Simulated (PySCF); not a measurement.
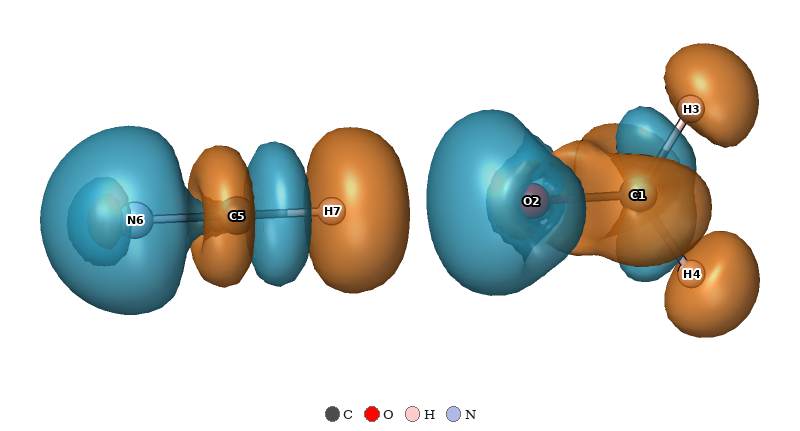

Figure 1: C2H3NO, SMILES `C=O.C#N`. Density of the complex less the densities of the two fragments at the same geometry, ±0.002 e/Å³ (light blue: gain, orange: loss). Fragment A: H2CO (atoms 1–4); fragment B: HCN.

Method: B3LYP/def2-SVP; geometry: GFN2-xTB; program: PySCF.

Cartesian coordinates (Å):

```
C1      -2.6058   -0.0027   -0.0073
O2      -1.4126    0.0039    0.0110
H3      -3.1940   -0.9338   -0.0159
H4      -3.2040    0.9220   -0.0168
C5       1.8872    0.0012    0.0042
N6       3.0260   -0.0021   -0.0073
H7       0.8282    0.0042    0.0145
```

> How is the density rearranged on binding?

Hirshfeld charges show 0.008 e passing from A to B. By Hirshfeld charges, electrons gather most on O2 (−0.019 e) and leave C1 most (+0.012 e); 0.06 e is displaced in all, which induces a dipole of 0.63 D.

> What is the interaction energy, and which contacts carry it?

The counterpoise-corrected interaction energy of the frozen fragments is −3.7 kcal/mol without dispersion correction and −4.3 kcal/mol with D3(BJ). The pair geometry is semi-empirical, not a minimum at this level. Contacts: O2···H7, weak C–H hydrogen bond, 2.24 Å, ρ = 0.012 a.u. The pose is a local one from a semi-empirical search, not shown to be the most stable.
